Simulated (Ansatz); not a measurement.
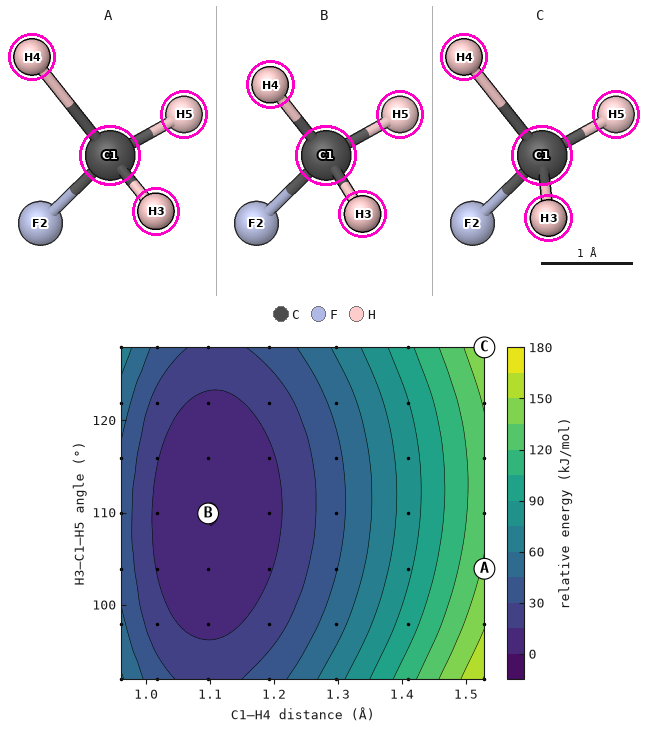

CH3F: the C1–H4 distance and the H3–C1–H5 angle are varied on a grid, with the rest of the molecule carried along rigidly. The map is interpolated between the computed points (dots). The lettered frames are marked on it. The picture is a ball-and-stick view, seen from a free direction. The ringed atoms are those of the scanned coordinates.

Single-point energies from Ansatz with PBE-D4 in the def2-TZVPP basis, on geometries moved rigidly from the minimum at PBE0-D4/def2-TZVP. Energies are counted from the PBE0-D4/def2-TZVP minimum geometry at the same level.

Q: Describe the energy landscape.

A: In pairs of (C1–H4 distance (Å); H3–C1–H5 angle (°)): the lowest computed point lies at (1.097, 109.9) (−0.1 kJ/mol), the highest at (1.529, 91.9) (166.2 kJ/mol).  Over the ranges scanned the energy rises more along the first axis, the C1–H4 distance. The frames lie at A (1.529, 103.9): 137.3 kJ/mol, B (1.097, 109.9): −0.1 kJ/mol, C (1.529, 127.9): 147.5 kJ/mol.
